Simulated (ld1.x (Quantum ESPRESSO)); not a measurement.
Tm: pseudopotential generation

- system: thulium (Tm, Z = 69), core [Kr] 4d10, reference valence 4f13 5s2 5p6 5d0 6s1.5 6p0 (an ion of charge +0.5), valence charge 23.
- method: ultrasoft potential, PBE, fully relativistic, made with ld1.x (Quantum ESPRESSO) 7.5

What the run reported:

| quantity | value |
| --- | --- |
| outcome | ended with an error |
| hardware | 1 CPU thread, shared host |
| wall time | 0.9 s |

What went wrong:

The generator stopped with the message “find_q: problem finding q”. In words: no Bessel wave vectors were found that match the logarithmic derivative at the chosen radius.

Input:
```
 &input
   title='Tm', zed=69., rel=2, dft='PBE', iswitch=3,
   config='[Xe] 4f13 5d0 6s1.5 6p0', rel_dist='average',
   nld=7, rlderiv=4.00, eminld=-6.0, emaxld=5.0, deld=0.02
 /
 &inputp
   pseudotype=3, tm=.true., lloc=-1, rcloc=3.40,
   nlcc=.true., rcore=0.50,
   which_augfun='PSQ', rmatch_augfun=0.65,
   file_pseudopw='Tm.UPF', file_wfcaegen='ae.wfc', file_wfcncgen='nc.wfc', file_beta='beta', file_chi='chi', file_wfcusgen='us.wfc'
 /
8
5S  1  0   2.00   0.00  2.20  2.45  0.0
6S  2  0   1.50   0.00  2.20  2.45  0.0
5P  2  1   6.00   0.00  1.95  2.15  0.0
6P  3  1   0.00   0.00  1.95  2.15  0.0
5D  3  2   0.00   0.00  2.95  3.70  0.0
5D  3  2   0.00   0.60  2.95  3.70  0.0
4F  4  3  13.00   0.00  0.80  0.90  0.0
4F  4  3   0.00   2.60  0.80  0.90  0.0
 &test
   configts(1)='4f13 5s2 5p6 5d0 6s1.5 6p0'
 /
```

Command:
```bash
ld1.x < Tm.in > Tm.out
```

The program's output:
```
     Program LD1 v.7.5
     --------------------------- All-electron run ----------------------------

     Tm
     dirac relativistic calculation

     atomic number is 69.00
     dft =PBE   lsd =0 sic =0 latt =0  beta=0.20 tr2=1.0E-14
     Exchange-correlation= PBE
                           (   1   4   3   4   0   0   0)
     mesh =1269 r(mesh) = 101.07810 a.u. xmin = -7.00 dx = 0.01250
     1 Ry =  13.60569312 eV, c = 137.03599908

     n l j   nl                  e(Ry)          e(Ha)          e(eV)
     Spin orbit split results
     1 0 0.5 1S 1( 2.00)     -4352.7757     -2176.3879    -59222.5308
     2 0 0.5 2S 1( 2.00)      -734.1289      -367.0645     -9988.3331
     2 1 0.5 2P 1( 2.00)      -699.6783      -349.8392     -9519.6084
     2 1 1.5 2P 1( 4.00)      -627.6302      -313.8151     -8539.3444
     3 0 0.5 3S 1( 2.00)      -165.1648       -82.5824     -2247.1813
     3 1 0.5 3P 1( 2.00)      -150.0217       -75.0108     -2041.1487
     3 1 1.5 3P 1( 4.00)      -134.8077       -67.4038     -1834.1518
     4 0 0.5 4S 1( 2.00)       -32.7217       -16.3608      -445.2012
     4 1 0.5 4P 1( 2.00)       -26.6343       -13.3171      -362.3780
     4 1 1.5 4P 1( 4.00)       -23.2009       -11.6005      -315.6647
     3 2 1.5 3D 1( 4.00)      -109.0054       -54.5027     -1483.0944
     3 2 2.5 3D 1( 6.00)      -105.6809       -52.8404     -1437.8618
     5 0 0.5 5S 1( 2.00)        -4.1507        -2.0753       -56.4727
     5 1 0.5 5P 1( 2.00)        -2.5121        -1.2561       -34.1792
     5 1 1.5 5P 1( 4.00)        -2.0926        -1.0463       -28.4716
     4 2 1.5 4D 1( 4.00)       -13.1950        -6.5975      -179.5271
     4 2 2.5 4D 1( 6.00)       -12.5705        -6.2853      -171.0304
     4 3 2.5 4F 1( 5.57)        -0.5091        -0.2545        -6.9265
     4 3 3.5 4F 1( 7.43)        -0.4212        -0.2106        -5.7303
     5 2 1.5 5D 1( 0.00)        -0.2693        -0.1347        -3.6641
     5 2 2.5 5D 1( 0.00)        -0.2518        -0.1259        -3.4258
     6 0 0.5 6S 1( 1.50)        -0.4727        -0.2363        -6.4311
     6 1 0.5 6P 1( 0.00)        -0.2540        -0.1270        -3.4563
     6 1 1.5 6P 1( 0.00)        -0.2291        -0.1146        -3.1177
     Averaged results
     1 0     1S 1( 2.00)     -4352.7757     -2176.3879    -59222.5308
     2 0     2S 1( 2.00)      -734.1289      -367.0645     -9988.3331
     2 1     2P 1( 6.00)      -651.6463      -325.8231     -8866.0991
     3 0     3S 1( 2.00)      -165.1648       -82.5824     -2247.1813
     3 1     3P 1( 6.00)      -139.8790       -69.9395     -1903.1508
     4 0     4S 1( 2.00)       -32.7217       -16.3608      -445.2012
     4 1     4P 1( 6.00)       -24.3454       -12.1727      -331.2358
     3 2     3D 1(10.00)      -107.0107       -53.5054     -1455.9548
     5 0     5S 1( 2.00)        -4.1507        -2.0753       -56.4727
     5 1     5P 1( 6.00)        -2.2325        -1.1162       -30.3741
     4 2     4D 1(10.00)       -12.8203        -6.4102      -174.4291
     4 3     4F 1(13.00)        -0.4588        -0.2294        -6.2430
     5 2     5D 1( 0.00)        -0.2588        -0.1294        -3.5211
     6 0     6S 1( 1.50)        -0.4727        -0.2363        -6.4311
     6 1     6P 1( 0.00)        -0.2374        -0.1187        -3.2306

     final scf error:  7.2E-15 reached in  36 iterations

     Etot =  -27164.148123 Ry,  -13582.074062 Ha, -369587.063315 eV

     Ekin =   30085.459839 Ry,   15042.729920 Ha,  409333.534039 eV
     Encl =  -67325.145907 Ry,  -33662.572954 Ha, -916005.274672 eV
     Eh   =   10649.191753 Ry,    5324.595877 Ha,  144889.635005 eV
     Exc  =    -573.653809 Ry,    -286.826905 Ha,   -7804.957686 eV

     normalization and overlap integrals

     s(1S/1S) =  1.000000  <r> =   0.0200  <r2> =    0.0005  r(max) =   0.0126
     s(2S/2S) =  1.000000  <r> =   0.0843  <r2> =    0.0085  r(max) =   0.0718
     s(2P/2P) =  1.000000  <r> =   0.0701  <r2> =    0.0061  r(max) =   0.0545
     s(2P/2P) =  1.000000  <r> =   0.0775  <r2> =    0.0073  r(max) =   0.0603
     s(3S/3S) =  1.000000  <r> =   0.2205  <r2> =    0.0557  r(max) =   0.2026
     s(3P/3P) =  1.000000  <r> =   0.2103  <r2> =    0.0515  r(max) =   0.1903
     s(3P/3P) =  1.000000  <r> =   0.2241  <r2> =    0.0583  r(max) =   0.2051
     s(4S/4S) =  1.000000  <r> =   0.4977  <r2> =    0.2800  r(max) =   0.4623
     s(4P/4P) =  1.000000  <r> =   0.5062  <r2> =    0.2920  r(max) =   0.4681
     s(4P/4P) =  1.000000  <r> =   0.5381  <r2> =    0.3297  r(max) =   0.4921
     s(3D/3D) =  1.000000  <r> =   0.1973  <r2> =    0.0458  r(max) =   0.1618
     s(3D/3D) =  1.000000  <r> =   0.2016  <r2> =    0.0476  r(max) =   0.1638
     s(5S/5S) =  1.000000  <r> =   1.2313  <r2> =    1.7099  r(max) =   1.0952
     s(5P/5P) =  1.000000  <r> =   1.3929  <r2> =    2.2140  r(max) =   1.1953
     s(5P/5P) =  1.000000  <r> =   1.5089  <r2> =    2.6028  r(max) =   1.2884
     s(4D/4D) =  1.000000  <r> =   0.5651  <r2> =    0.3712  r(max) =   0.4983
     s(4D/4D) =  1.000000  <r> =   0.5765  <r2> =    0.3861  r(max) =   0.5045
     s(4F/4F) =  1.000000  <r> =   0.7965  <r2> =    0.8815  r(max) =   0.4921
     s(4F/4F) =  1.000000  <r> =   0.8201  <r2> =    0.9505  r(max) =   0.4983
     s(5D/5D) =  1.000000  <r> =   3.0365  <r2> =   11.5831  r(max) =   1.9707
     s(5D/5D) =  1.000000  <r> =   3.1798  <r2> =   12.6965  r(max) =   2.0717
     s(6S/6S) =  1.000000  <r> =   3.7613  <r2> =   16.0441  r(max) =   3.2088
     s(6P/6P) =  1.000000  <r> =   4.9122  <r2> =   27.5079  r(max) =   4.1202
     s(6P/6P) =  1.000000  <r> =   5.2491  <r2> =   31.3427  r(max) =   4.4411

     ------------------------ End of All-electron run ------------------------

     --------------------- Generating US pseudopotential ---------------------

      Generating local potential from pseudized AE potential:
      Matching radius rcloc =   3.4000

      Local pseudo, rcloc= 3.373 Estimated cut-off energy=     2.03 Ry

      Computing core charge for nlcc:

       r > 0.50 : true rho core
       r < 0.50 : rho core = a sin(br)/r    a= 106.95  b=   4.37

      Integrated core pseudo-charge :  22.11

     Fully relativistic calculation: |psi|^2

     Wfc 5S LC norm =  0.99968857 SC norm =  0.00031143 missing  0.00000000

     Wfc 6S LC norm =  0.99996804 SC norm =  0.00003087 missing  0.00000109

     Wfc 5P LC norm =  0.99975814 SC norm =  0.00024186 missing  0.00000000

     Wfc 5P LC norm =  0.99979317 SC norm =  0.00020682 missing  0.00000001

     Wfc 6P LC norm =  0.99998195 SC norm =  0.00001793 missing  0.00000012

     Wfc 6P LC norm =  0.99998384 SC norm =  0.00001402 missing  0.00000213

     Wfc 5D LC norm =  0.99994565 SC norm =  0.00005433 missing  0.00000001

     Wfc 5D LC norm =  0.99995075 SC norm =  0.00004764 missing  0.00000161

     Wfc 4F LC norm =  0.99932732 SC norm =  0.00067268 missing  0.00000000

     Wfc 4F LC norm =  0.99934743 SC norm =  0.00065255 missing  0.00000002
      Wfc-us  5S rcutus= 2.437  Estimated cut-off energy=     9.72 Ry
      Wfc-us  6S rcutus= 2.437  Estimated cut-off energy=    19.86 Ry
      Wfc-us  5P rcutus= 2.151  Estimated cut-off energy=    18.33 Ry
      Wfc-us  5P rcutus= 2.151  Estimated cut-off energy=    18.04 Ry
      Wfc-us  6P rcutus= 2.151  Estimated cut-off energy=    33.66 Ry
      Wfc-us  6P rcutus= 2.151  Estimated cut-off energy=    31.86 Ry
      Wfc-us  5D rcutus= 3.728  Estimated cut-off energy=     8.29 Ry
      Wfc-us  5D rcutus= 3.728  Estimated cut-off energy=     8.26 Ry
      Wfc-us  5D rcutus= 3.728  Estimated cut-off energy=    15.67 Ry
      Wfc-us  5D rcutus= 3.728  Estimated cut-off energy=    15.56 Ry
      Wfc-us  4F rcutus= 0.897  Estimated cut-off energy=   195.19 Ry
      Wfc-us  4F rcutus= 0.897  Estimated cut-off energy=   195.00 Ry
      Wfc-us  4F rcutus= 0.897  Estimated cut-off energy=   226.81 Ry
      Wfc-us  4F rcutus= 0.897  Estimated cut-off energy=   223.69 Ry

 %%%%%%%%%%%%%%%%%%%%%%%%%%%%%%%%%%%%%%%%%%%%%%%%%%%%%%%%%%%%%%%%%%%%%%%%%%%%%%
     Error in routine find_q (1):
     problem finding q
 %%%%%%%%%%%%%%%%%%%%%%%%%%%%%%%%%%%%%%%%%%%%%%%%%%%%%%%%%%%%%%%%%%%%%%%%%%%%%%

     stopping ...
```

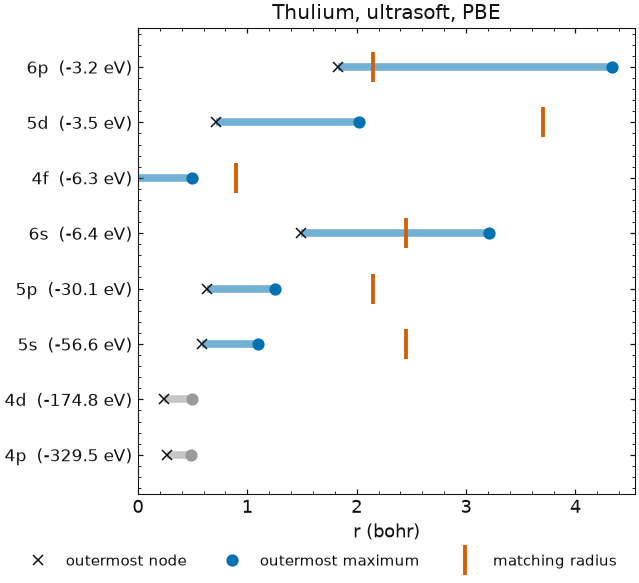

*Outer shells of the all-electron reference atom: each bar runs from the outermost node (or the nucleus) to the outermost maximum of u(r); the tick is the radius chosen for the pseudo-wave. Shells without a tick have no pseudo-wave of their own. Levels, nodes and maxima are from ld1.x, scalar-relativistic.*

- Radii against the shells: 5s: 2.45 bohr, outside the maximum; 5p: 2.15 bohr, outside the maximum; 6s: 2.45 bohr, between node and maximum; 4f: 0.90 bohr, outside the maximum; 5d: 3.70 bohr, outside the maximum; 6p: 2.15 bohr, between node and maximum.
